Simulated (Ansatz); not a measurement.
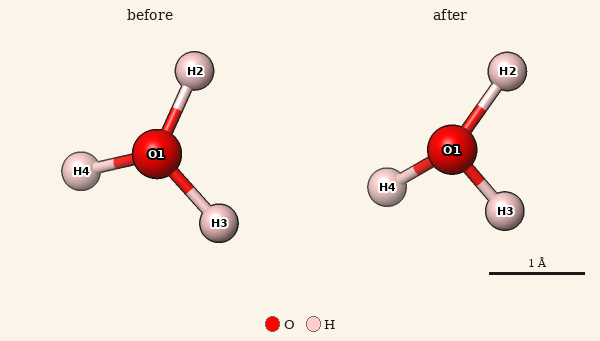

Left: H3O (charge +1). Right: the same structure after one change, at the same scale. A ball-and-stick model, seen at a tilt.

Computed with RKS PBE-D4/def2-TZVPP in Ansatz 0.2.0. 

> Which change leads from the left to the right?

All atoms are moved at random (σ = 0.12 Å) from the PBE0-D4/def2-TZVP minimum.

> What does the change do?

The energy rises by 99.8 kJ/mol. The largest force is 9.6 eV/Å, on H3. The forces point partly back along the displacements (cosine −0.53). At other levels of theory the same distortion costs 96.2 kJ/mol (RKS r2SCAN-D4/def2-TZVPP), 96.0 kJ/mol (RKS PBE0-D4/def2-TZVPP), 96.2 kJ/mol (RKS wB97M-V/def2-TZVPP), 95.9 kJ/mol (RHF-CCSD(T), frozen core/def2-TZVPP). Some distances before and after: O1–H3 0.978 → 0.859 Å, O1–H2 0.978 → 1.020 Å, O1–H4 0.978 → 0.950 Å. Bond angles that change, for instance: H3–O1–H4 113.1° → 94.3°, H2–O1–H4 113.1° → 131.3°.
